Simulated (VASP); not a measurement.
Band structure of PtS2 (1T layered). These are revPBE GGA, VASP's PBE PAW potentials (set 64) (plane waves; VASP) values and carry that method's errors.

Without a dispersion term in the relaxation, distances and binding between the weakly bound layers, chains or molecules are unreliable, and so is what depends on them. Unless said otherwise, spin-orbit coupling is left out, though it shifts the bands of the heavy elements here.

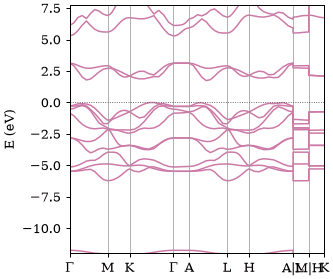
Figure. Bands along high-symmetry lines, zero at the valence-band maximum or, without a gap, the Fermi level

Question: Read the plot: is there a gap, and where are the band edges?

Answer: The gap is indirect, 1.74 eV, from the valence maximum at K-Γ at 0.56 to the conduction minimum at A-L at 0.44. (Edges off the drawn lines would not show.)

The compound is PtS2 in the 1T layered structure. It was relaxed first, which changed the volume by +53 %.
